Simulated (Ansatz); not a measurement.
# ClH4NO2Zr···H2: what the fields show

Input

```
crystal:
  periodic: [false, false, false]
  atoms:
    - { symbol: Zr, position_ang: [-0.061945, -0.705484, -0.26811] }
    - { symbol: Cl, position_ang: [1.285814, 1.069142, 2.709168] }
    - { symbol: "N", position_ang: [1.847605, -0.173804, -0.713059] }
    - { symbol: H, position_ang: [2.494274, -0.618416, -1.364141] }
    - { symbol: H, position_ang: [2.307574, 0.642226, -0.307013] }
    - { symbol: O, position_ang: [-1.261277, 0.780818, -0.024768] }
    - { symbol: H, position_ang: [-1.735733, 1.601344, 0.120811] }
    - { symbol: O, position_ang: [-0.611009, -2.11174, -1.467146] }
    - { symbol: H, position_ang: [-1.158855, -2.634863, -2.057123] }
    - { symbol: H, position_ang: [0.067217, -1.500829, 1.409939] }
    - { symbol: H, position_ang: [0.819034, -0.163194, 2.451841] }
basis:
  gaussian: { orbitals: def2-SVP }
hamiltonian:
  xc: b3lyp
  dispersion: d4
relax:
  f_tol: 0.03
  max_steps: 50
output:
  orbitals: {}
```

Run with:

```sh
ansatz run input.yaml --threads 4 --pin off --max-ram 5120MiB --backend cpu --events-out ev --progress --plain --runs-dir out
```

The fields are those of the run's last geometry, not of the input's.

Core potentials replace the inner electrons of Zr.

Method: Ansatz 0.2.0, RKS B3LYP-D4/def2-SVP.

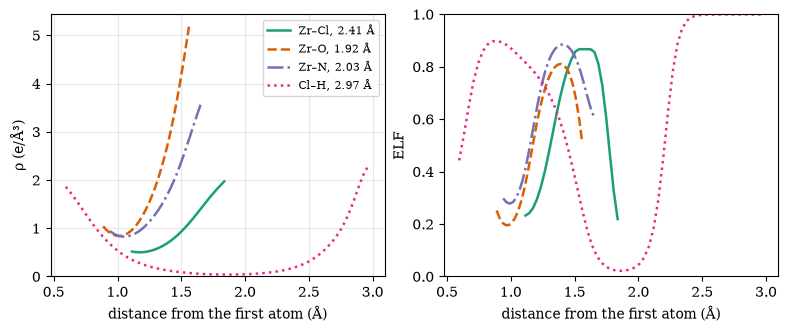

Figure 1. Electron density and ELF along straight lines between neighbouring atoms. The curves leave out the atomic cores.

Question: Compare the contacts.

Answer: Zr–Cl (2.41 Å): the density is about 0.51 e/Å³ at the midpoint; the ELF peaks at about 0.85 in the valence shell of Cl, 0.9 Å from its nucleus, and is about 0.30 at the midpoint.
Zr–O (1.92 Å): ρ is about 0.87 e/Å³ halfway; the ELF peaks at about 0.80 in the valence shell of O, 0.5 Å from its nucleus, and drops to about 0.20 between the two atoms.
Zr–N (2.03 Å): ρ is about 0.84 e/Å³ halfway; the ELF peaks at about 0.90 in the valence shell of N, 0.6 Å from its nucleus, and drops to about 0.30 between the two atoms.
Cl2···H11 (2.97 Å): the density falls to about 0.04 e/Å³ on the way; the ELF dips to about 0 between them; a weak contact between the two molecules.

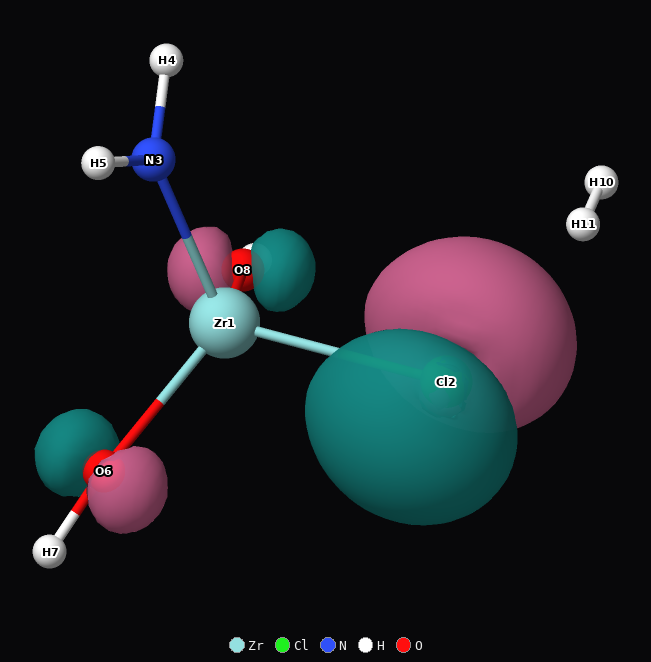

Figure 2. The HOMO−1 at ±0.15 Å⁻³ᐟ² (teal and pink are the two phases), seen at a tilt.

Question: Where does this orbital lie, and at what energy?

Answer: Its weight (Hirshfeld) is mainly on Cl2 (about 80 %); largely a lone pair of Cl2. Its energy is −7.95 eV.
